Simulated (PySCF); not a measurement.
**AlCl3 (aluminum chloride): density, localisation and related maps**

Input file:

```
{"job": {"kind": "sp", "xc": "wB97X", "basis": "ma-def2-TZVP", "d3": "d3bj", "grid": 2}, "charge": 0, "multiplicity": 1}
Cl     2.058843    -0.332482     0.043688
Al     0.007968    -0.001712    -0.012052
Cl    -0.725456     1.940984    -0.009291
Cl    -1.322489    -1.596505    -0.067091
```

Run with:

```sh
OMP_NUM_THREADS=1 python redox_run.py task.json out
```

Geometry: PBE0-D3(BJ)/def2-SVP.

Theory: DFT single point, gas phase, functional wB97X in PySCF.

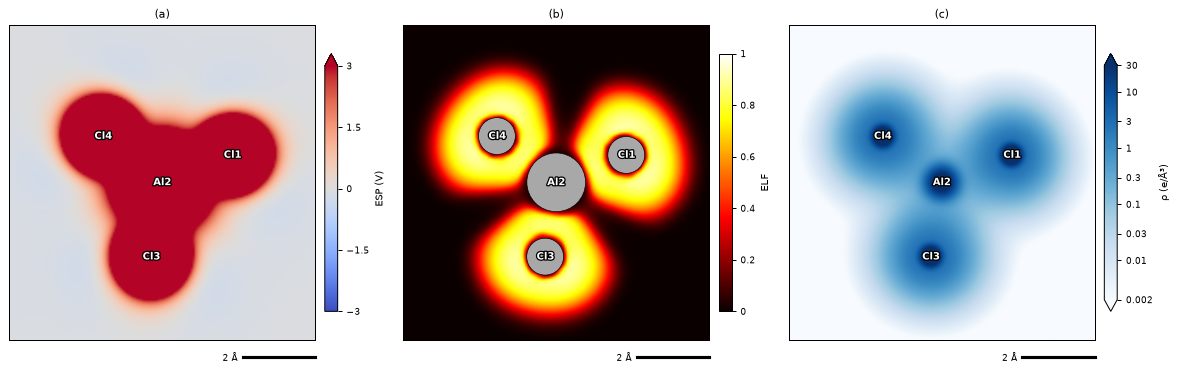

Figure 1. (a) electrostatic potential; (b) electron localisation function; (c) electron density on the molecular plane. Grey discs cover the atomic cores in the ELF map.

Question: Interpret the plot.

Answer:
- The plane passes through Cl and Al nuclei.
- Al–Cl (2.08 Å): ρ is about 0.78 e/Å³ halfway; the ELF peaks at about 0.85 in the valence shell of Cl, 0.9 Å from its nucleus, and is about 0.80 at the midpoint.
- The ELF also peaks beside Cl3, Cl1 and Cl4, away from the bonds: lone-pair regions.
- The potential has no marked negative region in this plane.

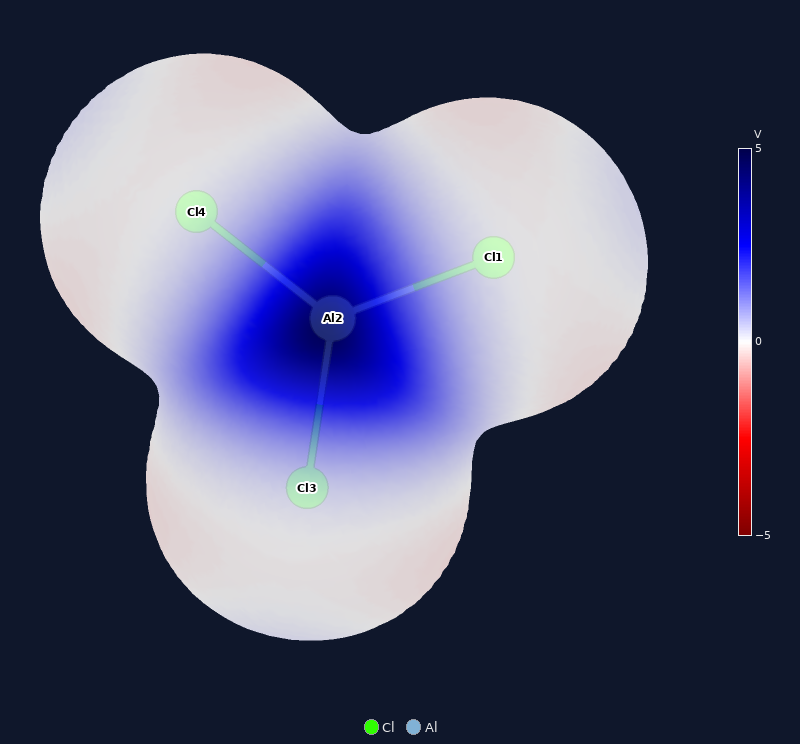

Figure 2. The electrostatic potential painted on the density surface at 0.002 e/bohr³, seen across its widest extent; the colour scale runs from red (negative) to blue (positive).

Question: Which sites attract a positive test charge, and which a negative one?

Answer: A positive charge is drawn to the negative regions and a negative charge to the positive ones. The most negative region (about −0.2 V) lies over Cl1, Cl3 and Cl4, the most positive (about +4.6 V, or +106 kcal/mol for a unit charge) over Al2.

Question: How polar is the molecule by this calculation?

Answer: Its dipole moment is 0.03 D.
